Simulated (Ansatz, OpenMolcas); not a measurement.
**HfHCl3O (SMILES Cl[Hf](Cl)(Cl)O): methods side by side**

HfHCl3O has 6 atoms, charge 0, and is taken as a singlet. SMILES: `Cl[Hf](Cl)(Cl)O`. The shape is that of a PBE0-D4/def2-TZVP optimisation.

Quantity: the vertical ionisation energy (to the doublet cation), in eV. The values are calculated.

| level | kind | program | value (eV) | CPU time (all runs) |
| --- | --- | --- | --- | --- |
| SVWN5/def2-SVP (core potential) | LDA | OpenMolcas | 10.78 | 2.3 min |
| BLYP/def2-SVP (core potential) | GGA | OpenMolcas | 10.39 | 3 min |
| M06-L/def2-SVP (core potential) | meta-GGA | OpenMolcas | 11.07 | 3.4 min |
| B3LYP/def2-SVP (core potential) | global hybrid | Ansatz | 11.08 | 2.2 min |
| CAM-B3LYP/def2-SVP (core potential) | range-separated hybrid | Ansatz | 11.53 | 1.8 min |
| wB97M-V/def2-SVP (core potential) | range-separated hybrid | Ansatz | 11.71 | 13 min |
| B2PLYP/def2-SVP (core potential) | double hybrid | Ansatz | 11.24 | 2.1 min |
| MP2/def2-SVP (core potential) | perturbation theory | Ansatz | 11.81 | 84 s |
| CCSD(T)/def2-SVP (core potential) | coupled cluster or CI | Ansatz | 11.40 | 9 min |

Spin-orbit coupling, which can split open shells on such heavy atoms by tenths of an eV, is left out. The values span 10.39 to 11.81 eV. The coupled-cluster rows rest on a doubtful reference here (large T1 or Brueckner and Hartree–Fock orbitals at odds), and rows may lie in different states. CPU times are rough (shared hosts, several kinds of processor): they show what a rung costs within a factor of a few.

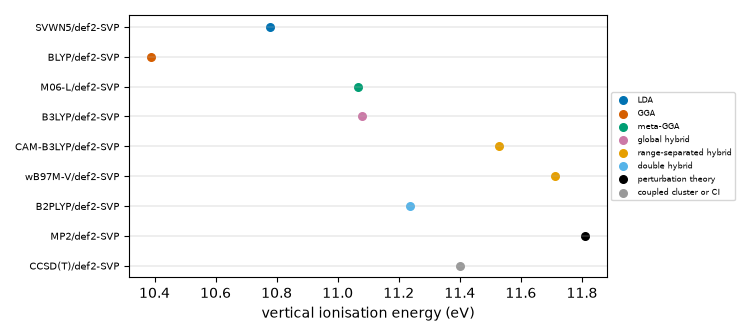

The values of the table, level by level.
